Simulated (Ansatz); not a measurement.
# HfO2 (fluorite), scan of one atom of the cell

HfO2 (fluorite)

```yaml
crystal:
  lattice:
    - [0.00000, 2.54906, 2.54906]
    - [2.54906, 0.00000, 2.54906]
    - [2.54906, 2.54906, 0.00000]
  atoms:
    - { symbol: Hf, position: [0.00000, 0.00000, 0.00000] }
    - { symbol: O, position: [0.25000, 0.25000, 0.25000] }
    - { symbol: O, position: [0.75000, 0.75000, 0.75000] }
```

Scan: atom 2 (O, nearest neighbour Hf at 2.208 Å; its periodic images, 3.6 Å or more away, move with it) is displaced along Cartesian [111], direction (0.577, 0.577, 0.577) in Cartesian axes, by s. The other atoms stay.

Calculation: PBE (plane waves to 420 eV, PAW, scalar-relativistic; Ansatz, a program for electronic structure). k mesh 9×9×9 (Γ-centred), Fermi-Dirac smearing 0.05 eV. Energies are smeared free energies. HfO2 is run without spin polarisation. HfO2 was relaxed with its symmetry unable to fall. Spin-orbit coupling is left out, though Hf is heavy. The PAW data are Ansatz's earlier set. This is a high-temperature form of HfO2. The zero of ΔE is the undisplaced structure.

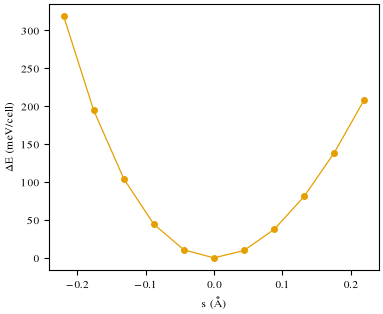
Figure: ΔE (meV/cell) against s (Å); computed points joined by lines.

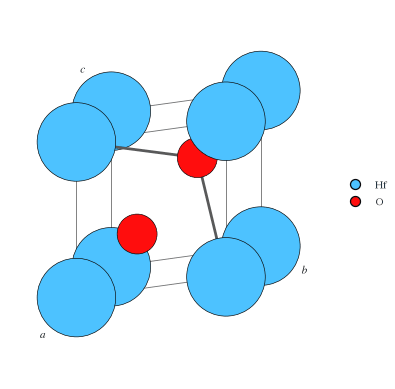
The cell of the calculation at s = -0.220 Å.

The energy at s = 0.220 Å is 209 meV/cell and the force constant k = d²E/ds² at s = 0 (finite differences) is 10.5 eV/Å². Symmetry of the curve: not even: the negative side lies higher at ±0.220 Å. Harmonic estimate at the end of the scan: ½ks² = 254 meV/cell against the computed 209 meV/cell, so the well is softer than harmonic there. Shape of the curve: a single well with its minimum at or next to zero displacement.

With its periodic images moving along, the atom's site symmetry in this cell is -43m.

(A displaced cell: forces are minus the slopes of the energy, force constants its curvatures, and phonons follow from these.)
